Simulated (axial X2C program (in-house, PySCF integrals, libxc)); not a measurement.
# A two-component session on MoH: properties at the nuclei

Aim: properties at the nuclei of MoH, with spin–orbit coupling in the Hamiltonian from the start.

Method: two-component X2C with atomic mean-field terms, Mo dyall-cv3z, H dyall-v3z; program: an in-house X2C program for linear molecules on PySCF integrals.

All values are calculated.

### Step 1. Set-up

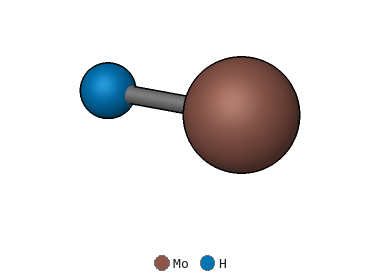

The two atoms at 1.700 Å (molybdenum brown, hydrogen blue).

task.json

```json
{"zs": [42, 1], "q": 0, "bas": ["dyall-cv3z", "dyall-v3z"], "r0": 1.7, "levels": ["PBE0", "HF", "PBE50", "BP86", "B3LYP"], "nst": 3}
```

Keys: zs atomic numbers; q charge; bas basis sets; r0 starting distance in Å; levels methods (HF also brings MP2); nst determinants followed.

Run with:

```
> python soeom.py task.json out
```

The runs that follow: Expectation values, lowest determinant; Expectation values, a higher determinant; Expectation values, a higher determinant.

What does the calculation give? Wanted: lowest determinant; Eeff magnitude; Ws magnitude Mo; A∥/gI Mo; qzz Mo; higher determinant (for each run or level that gives them).

**Answer**, as computed:

| quantity | value |
| --- | --- |
| lowest determinant | Ω = 5/2 (excess of +ω over −ω: ω = 5/2) |
| Eeff magnitude (GV/cm), PBE0 | 0.549 |
| Ws magnitude Mo (kHz), PBE0 | 0.118 |
| A∥/gI Mo (MHz), PBE0 | 464 |
| qzz Mo (a.u.), PBE0 | -0.52 |
| higher determinant | Ω = 3/2 (excess of +ω over −ω: 2 × ω = -1/2, ω = 5/2) |
| Eeff magnitude (GV/cm), PBE0, higher determinant | 1.3 |
| Ws magnitude Mo (kHz), PBE0, higher determinant | 0.372 |
| A∥/gI Mo (MHz), PBE0, higher determinant | -1360 |
| qzz Mo (a.u.), PBE0, higher determinant | -0.31 |
| higher determinant | Ω = 1/2 (excess of +ω over −ω: ω = 1/2) |
| Eeff magnitude (GV/cm), PBE0, higher determinant | 0.673 |
| Ws magnitude Mo (kHz), PBE0, higher determinant | 0.541 |
| A∥/gI Mo (MHz), PBE0, higher determinant | 1600 |
| qzz Mo (a.u.), PBE0, higher determinant | -3.81 |

In words: In the first state, the effective field runs from 0.308 to 0.764 GV/cm over the mean-field levels, so the levels don't agree on it. The expectation values come from single determinants, which for open shells can mix terms of unlike spin or miss the lowest Ω, so a determinant need not be a state. Eeff is the effective electric field on the electron dipole moment in this Ω state and Ws the scalar–pseudoscalar constant (defined with the proton number Z and per Ω); A∥ is the parallel hyperfine constant, which follows by multiplying with the nuclear g factor gI = μI/(I μN); qzz is the electric field gradient, eQq0 = 234.96 MHz × Q/barn × qzz; μ is positive if H is the positive end. The operators were transformed with the bare-nucleus X2C matrices.
